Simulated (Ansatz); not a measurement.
C₄H₁₃GaN₂O

Input

```
crystal:
  periodic: [false, false, false]
  atoms:
    - {symbol: C, position_ang: [-1.444212, -0.579704, 1.704528]}
    - {symbol: N, position_ang: [-1.395752, 0.401922, 0.654637]}
    - {symbol: C, position_ang: [-2.617892, 1.149404, 0.526087]}
    - {symbol: Ga, position_ang: [0.038817, 0.696325, -0.426624]}
    - {symbol: O, position_ang: [0.141379, 2.215311, -1.373483]}
    - {symbol: N, position_ang: [1.444044, -0.419385, -0.677486]}
    - {symbol: C, position_ang: [2.633820, 0.030306, -1.354970]}
    - {symbol: C, position_ang: [1.498466, -1.799592, -0.281745]}
    - {symbol: H, position_ang: [-0.479536, -1.074512, 1.828833]}
    - {symbol: H, position_ang: [-1.698749, -0.117736, 2.670414]}
    - {symbol: H, position_ang: [-2.199213, -1.357465, 1.510960]}
    - {symbol: H, position_ang: [-2.857532, 1.703467, 1.446539]}
    - {symbol: H, position_ang: [-3.475752, 0.494184, 0.311094]}
    - {symbol: H, position_ang: [-2.553074, 1.872846, -0.290280]}
    - {symbol: H, position_ang: [-0.468555, 2.896849, -1.088169]}
    - {symbol: H, position_ang: [2.832459, -0.568226, -2.256551]}
    - {symbol: H, position_ang: [3.522043, -0.049862, -0.710076]}
    - {symbol: H, position_ang: [2.532425, 1.072415, -1.662368]}
    - {symbol: H, position_ang: [1.703496, -2.453122, -1.143141]}
    - {symbol: H, position_ang: [2.291207, -1.986919, 0.459073]}
    - {symbol: H, position_ang: [0.552112, -2.126498, 0.152739]}
basis:
  gaussian: {orbitals: def2-TZVPP}
hamiltonian: {xc: pbe0, dispersion: d4}
output: {orbitals: {seedname: orbitals}}
```

Run with:

```sh
ansatz run in.yaml --threads 4 --pin off --events-out ev --progress --plain --max-ram 41984MiB --backend cuda --devices 0, --max-vram 37GiB
```

Geometry: PBE0-D4/def2-TZVP.

Level of theory: Ansatz, RKS PBE0-D4/def2-TZVPP.

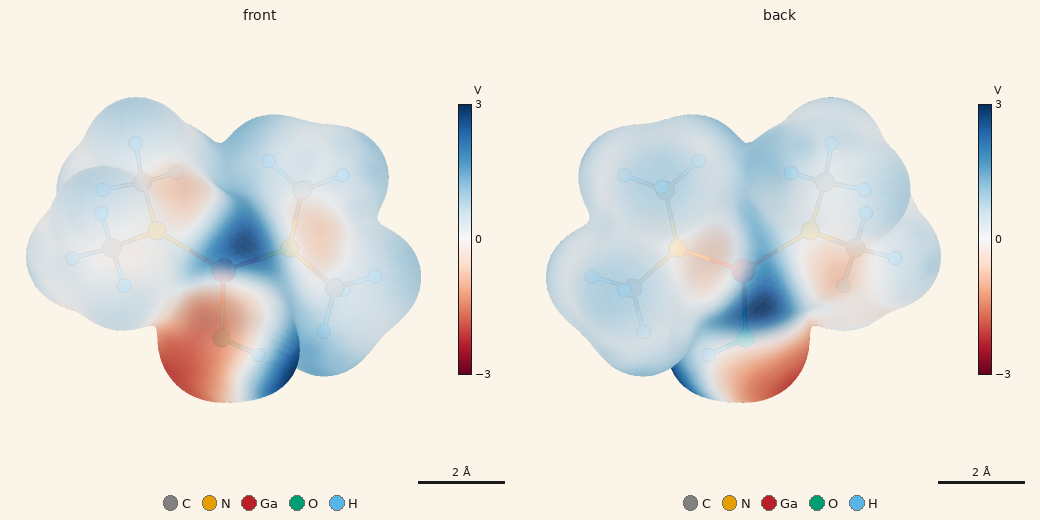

Figure 1. The molecular electrostatic potential painted on the density surface at 0.004 e/bohr³, seen from the front and from behind; red is negative and blue positive.

**Where is the surface potential most negative and most positive?**

The most negative region (about −1.9 V, or −44 kcal/mol for a unit charge) lies over O5, the most positive (about +2.8 V, or +65 kcal/mol for a unit charge) over Ga4 and H15. O5 is the likeliest acceptor of a hydrogen bond.

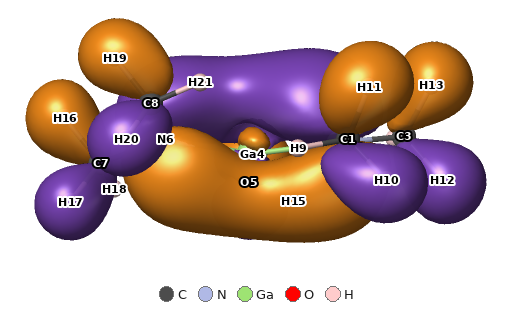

Figure 2. The HOMO−1 at ±0.06 Å⁻³ᐟ² (orange and purple are the two phases), seen from one side.

**What is the character of this orbital?**

It lies mainly on N2 (about 30 %), N6 (about 20 %) and Ga4 (about 15 %). Its energy is −6.46 eV.

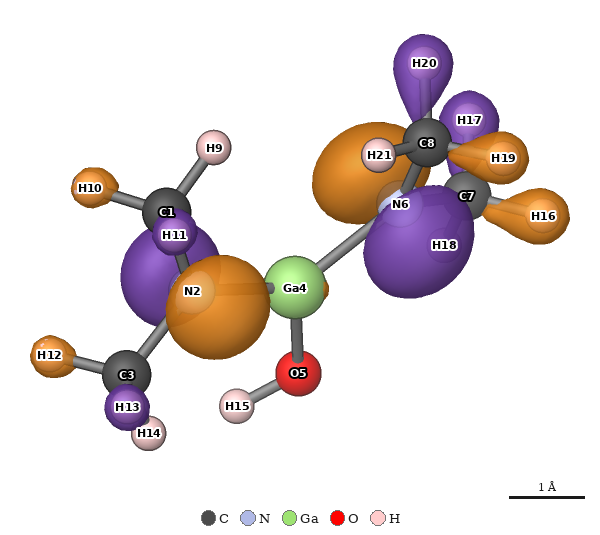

Figure 3. The HOMO at ±0.15 Å⁻³ᐟ² (orange and purple are the two phases), seen at an oblique angle.

**Where does this orbital lie, and at what energy?**

Its weight (Hirshfeld) is mainly on N6 (about 35 %), N2 (about 25 %) and Ga4 (about 5 %). Its energy is −5.89 eV.
